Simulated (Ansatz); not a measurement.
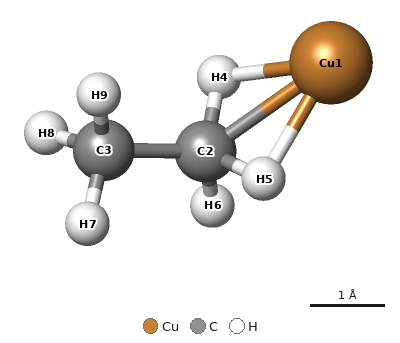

Starting structure of C2H6Cu (charge +1). A ball-and-stick model, seen from a free direction.

Level of theory: RKS PBE0-D4/def2-TZVP in Ansatz.

Input file:
```yaml
crystal:
  periodic: [false, false, false]
  atoms:
    - {symbol: Cu, position_ang: [-0.529877, -0.324475, -2.297567]}
    - {symbol: C, position_ang: [0.200812, -0.431087, -0.292552]}
    - {symbol: C, position_ang: [-0.091946, 0.539084, 0.852496]}
    - {symbol: H, position_ang: [-0.766428, -0.966707, -0.595405]}
    - {symbol: H, position_ang: [0.791487, 0.114442, -1.110204]}
    - {symbol: H, position_ang: [0.875030, -1.269158, -0.018678]}
    - {symbol: H, position_ang: [0.851439, 0.995498, 1.209028]}
    - {symbol: H, position_ang: [-0.551091, -0.009760, 1.696919]}
    - {symbol: H, position_ang: [-0.779425, 1.352162, 0.555765]}
basis:
  gaussian: {orbitals: def2-TZVP}
total_charge: 1
hamiltonian: {xc: pbe0, dispersion: d4}
relax: {f_tol: 0.005, max_steps: 200}
```

Run as
```bash
ansatz run in.yaml --threads 4 --pin off --events-out ev --progress --plain --max-ram 9574MiB
```

> What does the optimiser find from here?

The largest move after the best rigid fit is that of Cu1, 0.053 Å. Largest moves by element: Cu 0.053 Å, H 0.039 Å, C 0.009 Å. Near-neighbour distances that change, for instance: Cu1–C2 2.137 → 2.174 Å, Cu1–H4 1.835 → 1.863 Å, C2–H4 1.146 → 1.127 Å, C2–H6 1.110 → 1.091 Å. Among the angles between lasting bonds that change: H4–Cu1–H5 64.9° → 62.5°. Over 6 geometry steps the energy falls by 0.034 eV. Largest force component: 0.47 eV/Å at the start, 0.0043 eV/Å at the end.

Final geometry:

```xyz
9

Cu   -0.5302   -0.3634   -2.3342
C     0.2028   -0.4250   -0.2886
C    -0.0873    0.5331    0.8572
H    -0.7578   -0.9394   -0.5767
H     0.7659    0.1339   -1.0890
H     0.8700   -1.2469   -0.0255
H     0.8432    0.9724    1.2166
H    -0.5526   -0.0063    1.6822
H    -0.7540    1.3416    0.5579
```

After the run, drawn alike:

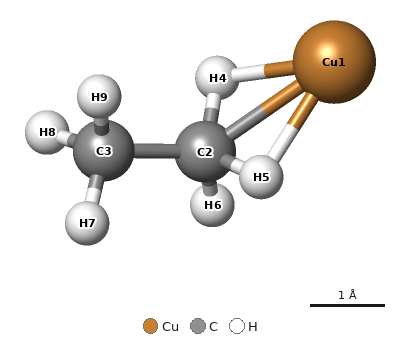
